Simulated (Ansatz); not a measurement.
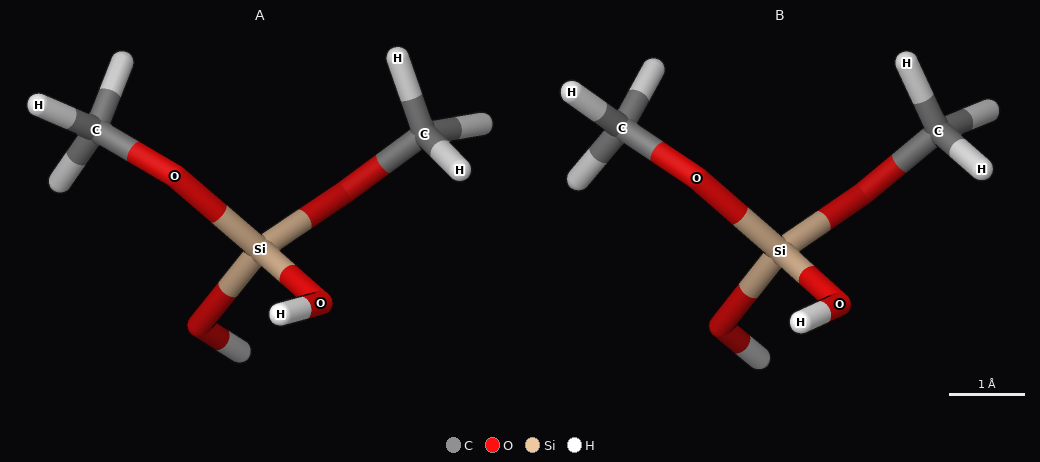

Two geometries of C2H8O4Si, drawn at one scale. One is the start of a relaxation, the other its converged end. Style: stick. Shown face on.

Computed with Ansatz 0.2.0, RKS PBE0-D4/def2-TZVP. (force threshold 0.005 eV/Å; at most 150 steps)

Which of the two is the end point?

Structure B is the relaxed one. The start comes from PBE-D4/def2-SVP. The largest moves after the best rigid fit, 0.25 Å, are those of H atoms. By element the largest moves are H 0.25 Å, C 0.09 Å, O 0.05 Å, Si 0.02 Å. Among the contacts that change: O–Si 1.663 → 1.630 Å, C–H 1.110 → 1.091 Å, H–O 0.973 → 0.958 Å, C–O 1.418 → 1.412 Å. Among the angles between lasting bonds that change: Si–O–H 113.7° → 116.8°. The energy falls by 13.1 kJ/mol in 12 geometry steps. Largest force component: 0.99 eV/Å at the start, 0.002 eV/Å at the end. Cost: 100 s on 4 threads of Arm Neoverse V1, on a shared host.
